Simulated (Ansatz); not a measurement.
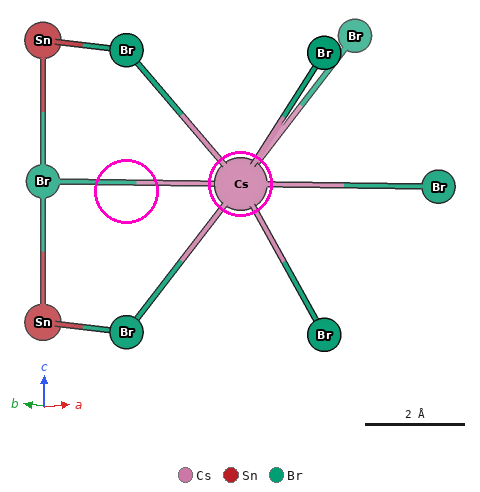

Perfect CsSnBr3. A ball-and-stick model of the atoms within 5.4 Å of one point, in a slice 5.0 Å thick across the line of sight, seen from a free direction.

All numbers below come from Ansatz, DFT, PBEsol, PAW, plane waves. Settings: plane-wave cutoff 420 eV; k-point mesh 1 × 1 × 1; mesh shifted by (0.25, 0.25, 0.25); collinear spin. Fermi-Dirac smearing of 0.01 eV. The axes drawn are those of the host's conventional cell.

A caesium atom is replaced by copper and an extra caesium atom is put between the host's atoms (an interstitial), the two sites 2.9 Å apart at the ringed places, in charge state 0. The supercell has 40 sites, and the atoms are relaxed at the host's cell.

### How do the neighbours respond?

In the host the Cs atom has ; the Cu atom ends with 3 Br at 2.39 to 2.42 Å, 1 Sn at 2.54 Å. The Cs atom starts with 4 Br at 2.87 to 2.88 Å, 2 Cs at 2.87 to 2.88 Å around its place and ends with 7 Br at 3.63 to 4.00 Å. Of the host's atoms, a bromine atom moves furthest from its site, by 1.48 Å. The Cu atom itself moves 5.05 Å from where it was put. The Cs atom itself moves 2.72 Å from where it was put. The cell's net moment is 1.00 μB.

The relaxed defect, seen from the same direction:

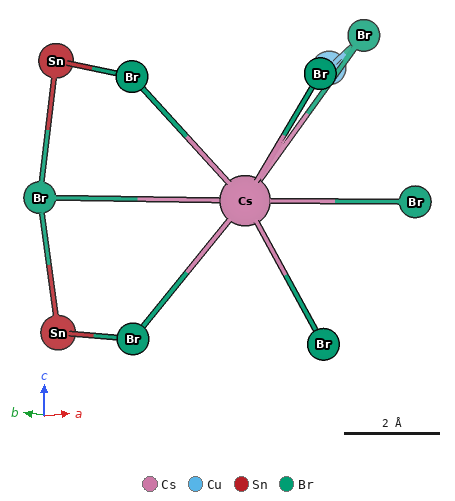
